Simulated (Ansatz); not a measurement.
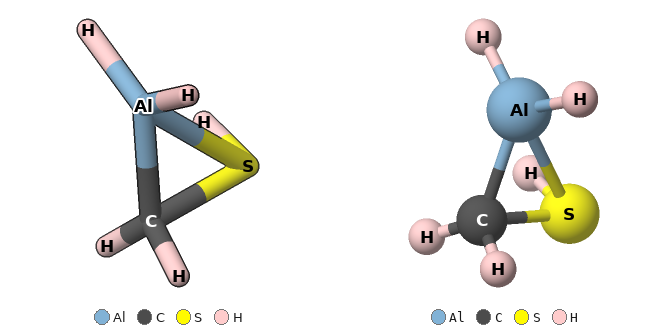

Two views of one molecule.

The computed structure is the end point of a PBE0-D4/def2-TZVP optimisation.

What does the picture show?

Formula CH₅AlS. This geometry has C1 symmetry. Coordination, clear cases only: 1 S trigonal pyramidal.

More results for the same structure follow; atom numbers are the same in all pictures, views and colours differ.

### Geometry

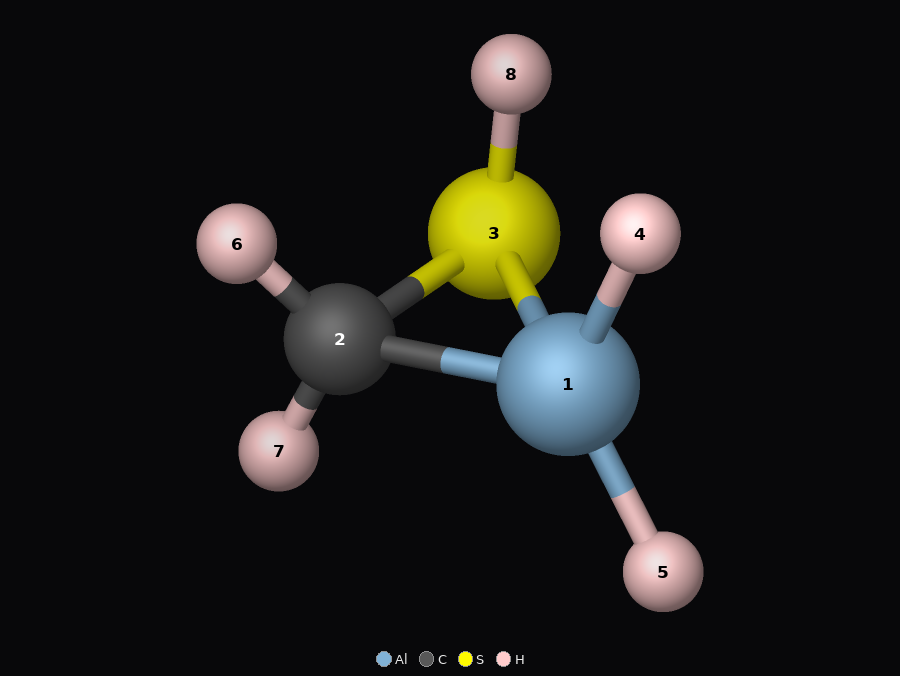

The atoms are numbered.

Which atoms are bonded, and how long are the bonds?

```tsv
bond	length (Å)
Al1–C2	1.957
Al1–S3	2.479
Al1–H4	1.586
Al1–H5	1.584
C2–S3	1.857
C2–H6	1.087
C2–H7	1.090
S3–H8	1.344
```

### Levels of theory compared

Program: Ansatz 0.2.0.

Compare HOMO–LUMO gap (eV), HOMO energy (eV), dipole (D) at these levels: B3LYP-D4/def2-TZVPP; PBE-D4/def2-TZVPP; r2SCAN-D4/def2-TZVPP; ωB97M-V/def2-TZVPP.

```tsv
level	HOMO–LUMO gap (eV)	HOMO energy (eV)	dipole (D)
B3LYP-D4/def2-TZVPP	6.37	−6.97	1.70
PBE-D4/def2-TZVPP	4.84	−6.03	1.80
r2SCAN-D4/def2-TZVPP	5.39	−6.26	1.80
ωB97M-V/def2-TZVPP	10.50	−9.34	1.68
```

### Vibrations

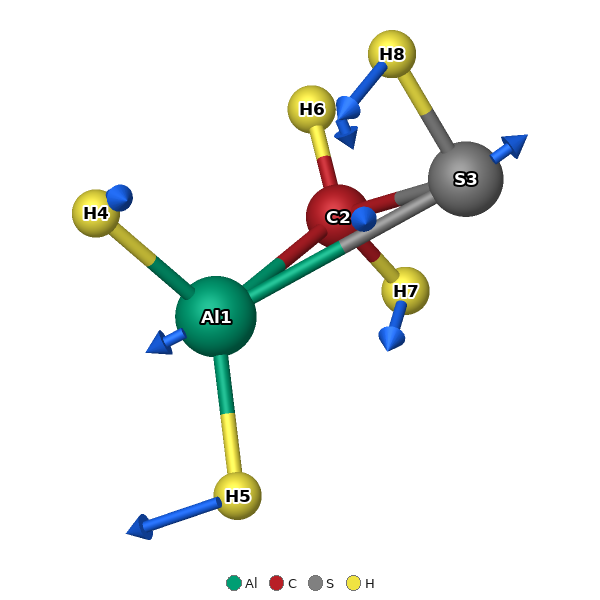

The arrows show one normal mode. Harmonic vibrations computed with RKS PBE0-D4/def2-TZVP (Ansatz 0.2.0) at a stationary point of the same level.

Question: Estimate its harmonic wavenumber.

Answer: 225 cm⁻¹; it is mode 1 of 18 counted from the lowest.

### Charges

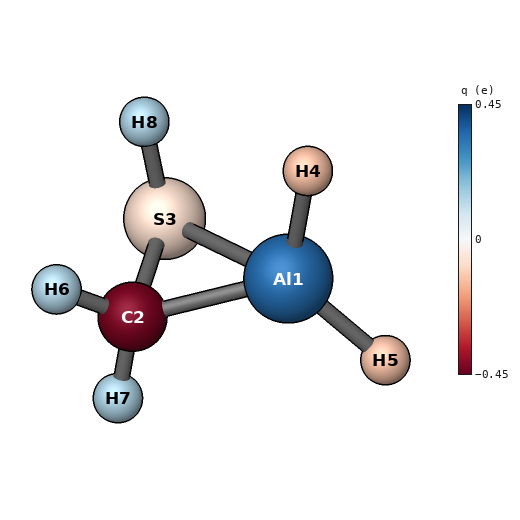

Atoms are coloured by their Mulliken charges. Level of theory: RKS ωB97M-V/def2-TZVPP (Ansatz 0.2.0).

Question: Which atom carries the highest charge (most positive or least negative)?

Answer: Al1 (0.34 e).

Question: And the lowest?

Answer: C2 (−0.42 e).

Give the Mulliken charges atom by atom.

```json
{"atom": "Al1", "value (e)": "0.34"}
{"atom": "C2", "value (e)": "−0.42"}
{"atom": "S3", "value (e)": "−0.07"}
{"atom": "H4", "value (e)": "−0.13"}
{"atom": "H5", "value (e)": "−0.13"}
{"atom": "H6", "value (e)": "0.14"}
{"atom": "H7", "value (e)": "0.14"}
{"atom": "H8", "value (e)": "0.14"}
```

Mulliken values depend strongly on the basis set and can even reverse the polarity of a bond.
